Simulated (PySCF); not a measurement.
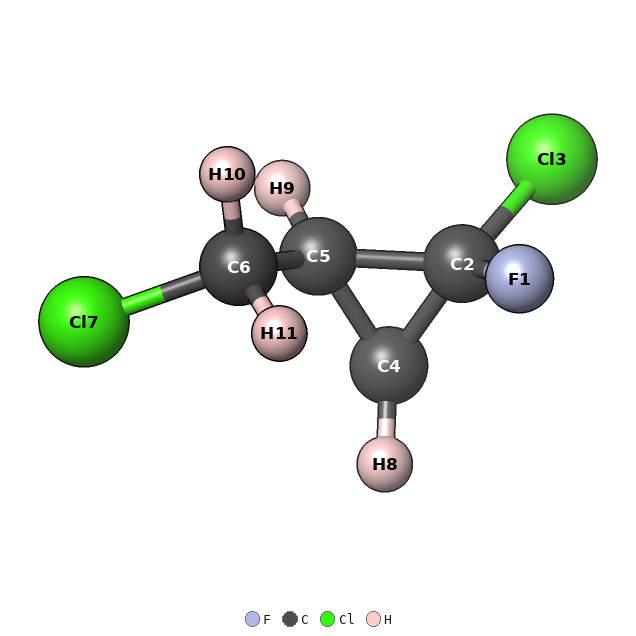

Charge 0, doublet. Computed geometry: GFN2-xTB optimisation. No frequency run is at hand to confirm it as a minimum. Computed with UKS B3LYP, pcH-1 on C Cl F H, non-relativistic (PySCF 2.14.0). Fermi-contact and spin-dipolar terms alone, no spin-orbit part.

Which nucleus has the largest dipolar (anisotropic) hyperfine coupling?

13C at C4: principal values −74.9, −71.9, 146.8 MHz.

List the isotropic and dipolar parts for the most strongly coupled nuclei, one of each equivalent set.

```
atom  isotope  a_iso (MHz)   dipolar part (MHz)
  C4      13C        248.2  −74.9, −71.9, 146.8
  F1      19F         50.7  −65.0, −53.3, 118.3
  H8       1H        −36.7    −33.8, −3.8, 37.7
 Cl3     35Cl          8.9    −10.0, −8.4, 18.3
  H9       1H        109.7     −7.0, −3.3, 10.3
  C2      13C        −23.7       −9.1, 0.3, 8.7
  C6      13C         31.0      −4.1, −4.0, 8.0
 H11       1H         −3.1      −4.4, −1.8, 6.2
```
